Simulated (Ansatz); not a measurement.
**Thickness series in PbSe**

The parent structure is PbSe in the rock salt structure (space group Fm-3m, No. 225; a = 6.102 Å). Axes: x, y, z lie along the cube axes.

Free-standing slabs (2 atom(s) a layer) normal to the z axis with 15 Å of vacuum; in-plane cell held at bulk.

Level of theory: plane-wave PAW DFT at the PBEsol level (Ansatz, an electronic-structure program, 420 eV), no spin-orbit coupling.

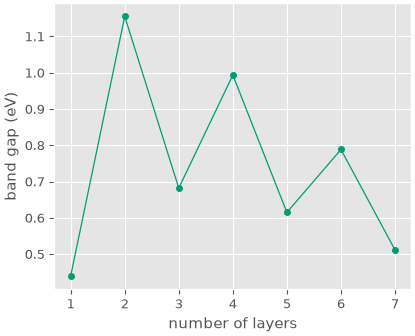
Figure: Band gap against number of layers

**Question.** From the plot, what is the band gap for 3 layers?

**Answer.** About 0.68 eV.

**Question.** Is the trend monotonic over the range shown?

**Answer.** No, it turns within the range, spanning 0.44 eV to 1.16 eV.

With Pb present, leaving out spin-orbit coupling can change the band edges. Whether these cells are dynamically stable was not tested.
